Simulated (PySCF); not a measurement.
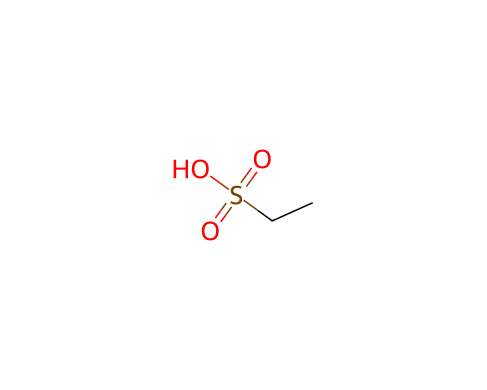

A structural formula.

> Give its SMILES.

CCS(=O)(=O)O

> What is the molecular formula?

C2H6O3S.

> An optimisation with PBE0-D3(BJ)/def2-SVP gave a structure of which point group?

C1. Other conformers may differ.

More results for the same structure follow; atom numbers are the same in all pictures, views and colours differ. The computed structure is the end point of a PBE0-D3(BJ)/def2-SVP optimisation. No frequency run is at hand to confirm it as a minimum.

Geometry

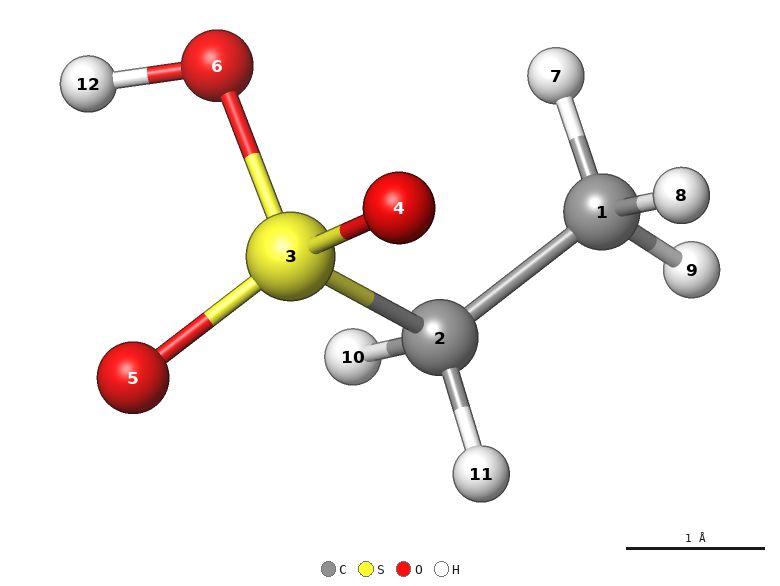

No frequency run is at hand to confirm it as a minimum.

> Describe the coordination of atom 3.

S3 has 4 neighbours (C2 at 1.78, O4 at 1.45, O5 at 1.45, O6 at 1.63 Å); the arrangement is tetrahedral.

> How are the neighbours of atom 1 arranged?

C1 has 4 neighbours (C2 at 1.51, H7 at 1.10, H8 at 1.10, H9 at 1.10 Å); the arrangement is tetrahedral.

> Describe the coordination of atom 2.

C2 has 4 neighbours (C1 at 1.51, S3 at 1.78, H10 at 1.10, H11 at 1.10 Å); the arrangement is tetrahedral.

> How are the neighbours of atom 6 arranged?

O6 has 2 neighbours (S3 at 1.63, H12 at 0.97 Å); the arrangement is bent.

> What is the dihedral angle C1–C2–S3–O4?

49° in size, that is gauche.

Charges

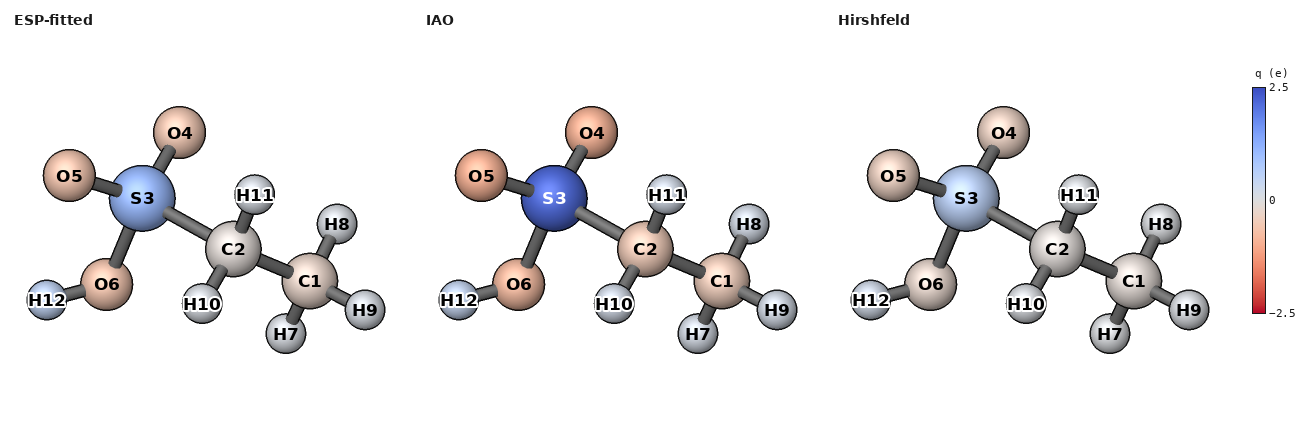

Atomic charges of one calculation by 3 schemes, on one colour scale. No frequency run is at hand to confirm it as a minimum. Method: PBE0/pcSseg-1 in chloroform (IEF-PCM) (PySCF 2.14.0).

> Which scheme gives the most polar picture (largest mean size of the charges)?

The IAO charges are the largest in size here, and the Hirshfeld charges the smallest.

> On which atom do the schemes disagree most?

On S3 (from 0.56 to 2.13 e).

List the charges (e), one line for each set of equivalent atoms.

```tsv
atom	ESP-fitted	IAO	Hirshfeld
C1	−0.24	−0.42	−0.11
C2	−0.09	−0.45	−0.06
S3	1.04	2.13	0.56
O4	−0.51	−0.88	−0.33
O5	−0.57	−0.89	−0.34
O6	−0.58	−0.74	−0.21
H7	0.09	0.16	0.04
H8	0.09	0.16	0.05
H9	0.10	0.16	0.06
H10	0.09	0.18	0.07
H11	0.11	0.18	0.07
H12	0.47	0.40	0.20
```

Dipole moment

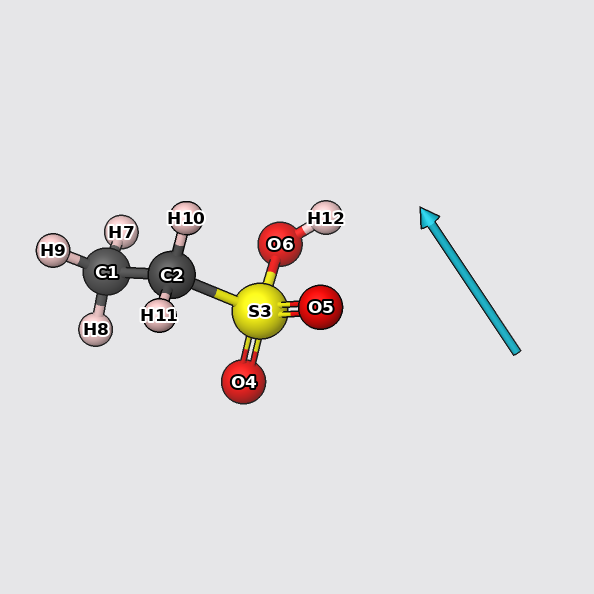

The arrow beside the molecule shows the direction of the dipole moment, from the negative to the positive end (its length means nothing). No frequency run is at hand to confirm it as a minimum. Properties computed with ωB97X-D/def2-SVPD in chloroform (IEF-PCM) (PySCF 2.14.0).

> How large is the dipole moment?

4.86 D; it points from the side of O4 to the side of H9 (the outermost atoms at the two ends).

Quadrupole coupling

No frequency run is at hand to confirm it as a minimum. Electric field gradients from the ground-state density, PBE0/pcSseg-1 in chloroform (IEF-PCM) (PySCF 2.14.0), non-relativistic apart from any core potentials.

Give the largest field-gradient component, the quadrupole coupling constant and the asymmetry for 33S at S3 (Q = −67.81 mb), 17O at O4 (Q = −25.6 mb), 17O at O5 (Q = −25.6 mb), 17O at O6 (Q = −25.6 mb), 2H at H7 (Q = 2.86 mb), 2H at H8 (Q = 2.86 mb).

```
atom  V_zz (a.u.)  e²qQ/h (MHz)     η
  S3        1.007        −16.05  0.20
  O4        1.371         −8.25  0.16
  O5        1.425         −8.57  0.12
  O6        1.695        −10.19  0.98
  H7        0.289         0.194  0.04
  H8        0.289         0.194  0.04
```

Excitation

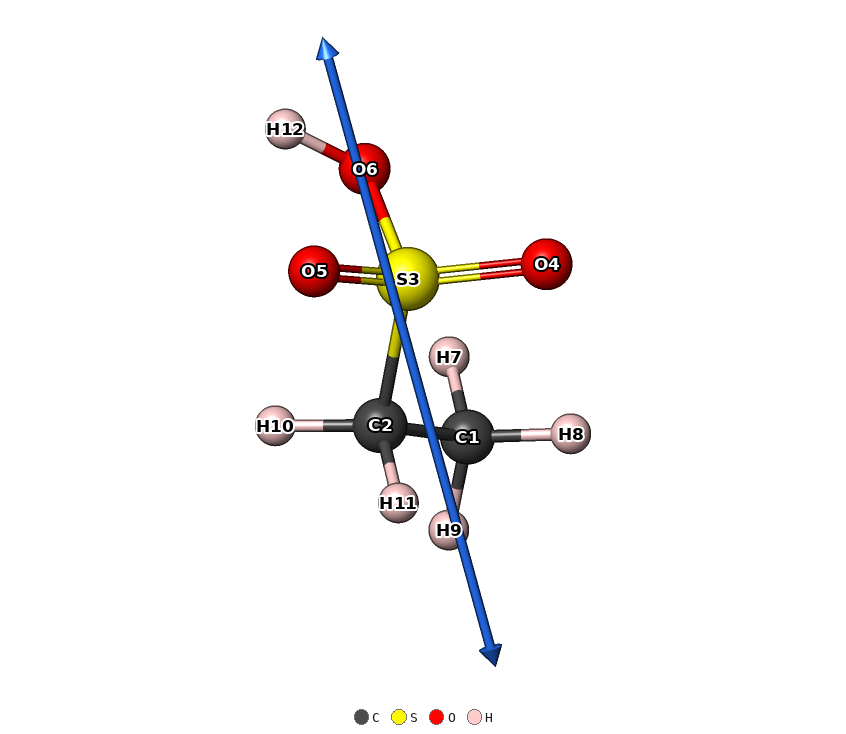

The double arrow shows the direction of the transition dipole to excited singlet state 1 (its length means nothing). No frequency run is at hand to confirm it as a minimum. Method: TDDFT ωB97X-D/def2-SVPD, vertical, IEF-PCM chloroform (non-equilibrium linear response), core orbitals frozen in the response (PySCF 2.14.0).

> Give its energy, strength and character.

8.53 eV (145 nm), oscillator strength 0.027, of mixed character, with the largest part HOMO−1 → LUMO (weight 0.43); transition dipole 0.92 D.
